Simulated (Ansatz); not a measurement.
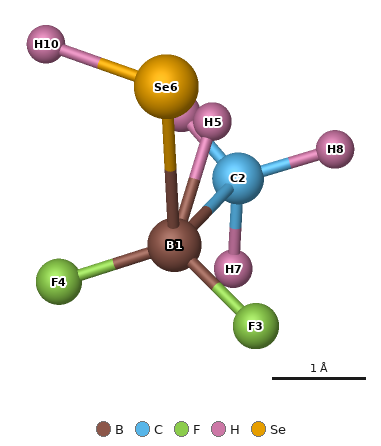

The input geometry (ball-and-stick view, seen at a tilt; atoms are numbered from 1 in the order of the input). Bond lengths as drawn: B–C 1.77 Å, B–F 1.34 to 1.35 Å, B–H 1.42 Å, B–Se 2.28 Å, C–H 1.10 Å and H–Se 1.48 Å.

# Phonon calculation, with input and output: CH5BF2Se

- system: CH5BF2Se
- method: RKS B3LYP-D4/def2-SVP (Ansatz 0.2.0)

It belongs to a series of runs on one base structure; here: vibrations at the highest image of the band. Figures and captions count atoms from 1; the log counts them from 0 in places.

**What the program printed**
```
Engine: ansatz 0.2.0, x86_64-unknown-linux-gnu
Functional definition: B3LYP
  parameter a0 = 0.2
  parameter ax = 0.72
  parameter ac = 0.81
  exchange = (1 - a0 - ax)*slater_x + ax*b88_x + a0*exact_x
  correlation = (1 - ac)*vwn_rpa_c + ac*lyp_c
1208 factors; integrals over basis functions are off by at most 3.5e-4 eV
mean field evaluation 1: about -72562.1780 eV, gradient 5.3e1 eV
mean field evaluation 2: about -72557.0484 eV, gradient 7.1e1 eV
mean field evaluation 4: about -72567.7838 eV, gradient 2.9e0 eV
mean field evaluation 8: about -72567.8361 eV, gradient 1.3e-1 eV
mean field evaluation 16: about -72567.8362 eV, gradient 6.9e-5 eV
mean field -72567.83615694 eV, -2666.8187905214 hartree, gradient 6.9e-5 eV, S^2 0.000000; 0 other end points of the search recorded, 0 dependent functions left out
the calculation of the forces begins
reference -72567.83638219 eV, -2666.8187987993 hartree; 34, 34 occupied and 79, 79 virtual orbitals, 1208 factors
these checks for a lower state are left out or cut short: stability, starts, cluster_reference, orbital_swaps, neighbouring_geometries, increment
1208 factors; integrals over basis functions are off by at most 3.5e-4 eV
mean field -72567.83622671 eV, -2666.8187930855 hartree, gradient 1.6e-6 eV, S^2 0.000000; 0 other end points of the search recorded, 0 dependent functions left out
[... from here on the field's lines of each further geometry are left out, up to the last ...]
the calculation of the forces begins
reference -72567.83638956 eV, -2666.8187990703 hartree; 34, 34 occupied and 79, 79 virtual orbitals, 1208 factors
these checks for a lower state are left out or cut short: stability, starts, cluster_reference, orbital_swaps, neighbouring_geometries, increment
1208 factors; integrals over basis functions are off by at most 3.5e-4 eV
mean field -72567.83609833 eV, -2666.8187883678 hartree, gradient 1.8e-6 eV, S^2 0.000000; 0 other end points of the search recorded, 0 dependent functions left out
the calculation of the forces begins
reference -72567.83632358 eV, -2666.8187966454 hartree; 34, 34 occupied and 79, 79 virtual orbitals, 1208 factors
WARN: phonons: modes at or below zero, which the zero-point energy, F, S and C_V leave out: 1, the lowest at -1073.87 cm⁻¹. A minimum has none, and a first-order saddle one
Total energy: -72568.15908079 eV, -2666.8306577542 hartree
Atom 0 at    -0.799546     0.206978    -0.127366 Å, force     0.005476    -0.000667    -0.001191 eV/Å
Atom 1 at     0.841415     0.057098    -0.776834 Å, force    -0.002133     0.007943     0.000764 eV/Å
Atom 2 at    -1.653595    -0.363524    -0.996302 Å, force    -0.002197     0.001673    -0.002368 eV/Å
Atom 3 at    -0.992833     1.481629     0.255017 Å, force    -0.001365    -0.002230     0.001333 eV/Å
Atom 4 at     0.282551    -0.559623     0.374190 Å, force    -0.005977    -0.007531    -0.000125 eV/Å
Atom 5 at    -0.797082    -1.120059     1.720778 Å, force     0.004321     0.006752    -0.001785 eV/Å
Atom 6 at     0.569217     0.733028    -1.605265 Å, force     0.000541    -0.003215    -0.001529 eV/Å
Atom 7 at     1.143056    -0.907929    -1.206489 Å, force     0.001647    -0.001605     0.000785 eV/Å
Atom 8 at     1.664504     0.517325    -0.213415 Å, force    -0.000053     0.000729    -0.000032 eV/Å
Atom 9 at    -0.257688    -0.044824     2.575685 Å, force    -0.000262    -0.001846     0.004149 eV/Å
Dipole moment:     0.576270    -0.015003    -0.054594 e Å
Vibrations: -1073.87 122.21 196.79 218.91 275.22 280.33 301.88 432.76 537.46 611.11 784.57 826.17 920.21 1075.82 1110.87 1255.13 1371.90 1434.84 1444.59 1613.00 2415.36 3036.17 3133.08 3173.76 cm⁻¹, zero-point energy 1.647263 eV
```

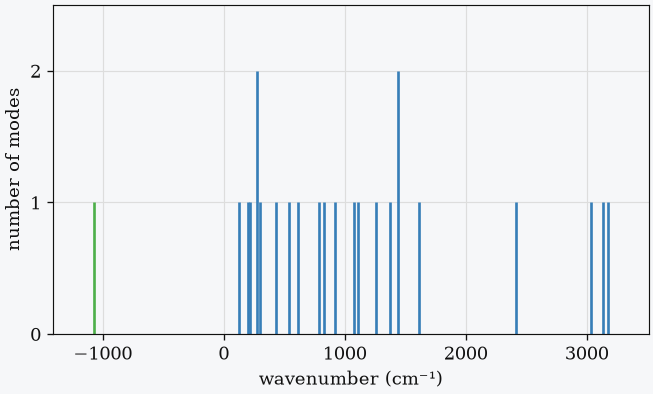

Harmonic vibrational wavenumbers from the force constants; neighbouring modes closer than 19 cm⁻¹ are counted in one stick, and imaginary ones are drawn at negative wavenumbers. 24 modes from 1074i to 3174 cm⁻¹, 1 imaginary beyond 8i (1074i cm⁻¹): a first-order saddle point, if the geometry is stationary.

This output came from the following input.

**Input**
```yaml
crystal:
  periodic: [false, false, false]
  atoms:
    - { symbol: B, position_ang: [-0.799546, 0.206978, -0.127366] }
    - { symbol: C, position_ang: [0.841415, 0.057098, -0.776834] }
    - { symbol: F, position_ang: [-1.653595, -0.363524, -0.996302] }
    - { symbol: F, position_ang: [-0.992833, 1.481629, 0.255017] }
    - { symbol: H, position_ang: [0.282551, -0.559623, 0.37419] }
    - { symbol: Se, position_ang: [-0.797082, -1.120059, 1.720778] }
    - { symbol: H, position_ang: [0.569217, 0.733028, -1.605265] }
    - { symbol: H, position_ang: [1.143056, -0.907929, -1.206489] }
    - { symbol: H, position_ang: [1.664504, 0.517325, -0.213415] }
    - { symbol: H, position_ang: [-0.257688, -0.044824, 2.575685] }
basis:
  gaussian: { orbitals: def2-SVP }
hamiltonian:
  xc: b3lyp
  dispersion: d4
phonons: {}
```

Launched with:
```bash
ansatz run input.yaml --threads 2 --pin off --max-ram 3072MiB --backend cpu --events-out ev --progress --plain --runs-dir out
```

**Key numbers**

| quantity | value |
| --- | --- |
| outcome | converged |
| total energy | −72568.1591 eV |
| mean-field energy | −72567.8364 eV |
| largest force (length of the vector) | 0.010 eV/Å |
| hardware | 2 threads of AMD EPYC (Zen 3), 16 GiB of memory available, shared host |
| wall time | 1.7 min (CPU time 3.3 min) |
| peak memory | 0.3 GiB |
